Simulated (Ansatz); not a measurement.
Ga2S3, pressure series

Base system: Ga2S3 (space group Cc, No. 9; a = 11.122 Å, b = 6.393 Å, c = 7.004 Å, α = 90.00°, β = 121.02°, γ = 90.00°).

Cell and atoms are relaxed at each pressure.

Calculations: PBEsol (Ansatz, a program for electronic structure; PAW; 420 eV plane waves; without spin-orbit coupling).

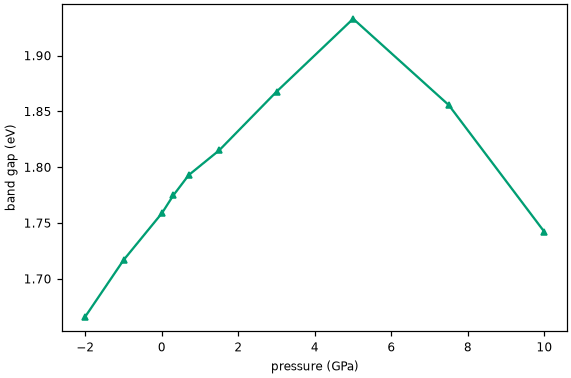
Fig. 1. Band gap against pressure

```json
[
 {"pressure (GPa)": "-2", "band gap": "1.67 eV"},
 {"pressure (GPa)": "-1", "band gap": "1.72 eV"},
 {"pressure (GPa)": "0.3", "band gap": "1.77 eV"},
 {"pressure (GPa)": "0.7", "band gap": "1.79 eV"},
 {"pressure (GPa)": "1.5", "band gap": "1.82 eV"},
 {"pressure (GPa)": "3", "band gap": "1.87 eV"},
 {"pressure (GPa)": "5", "band gap": "1.93 eV"},
 {"pressure (GPa)": "7.5", "band gap": "1.86 eV"},
 {"pressure (GPa)": "10", "band gap": "1.74 eV"}
]
```

Load acts through the strain it causes; cell and atoms are relaxed under it. Stability against distortions was not tested. No other phases were tried under pressure.
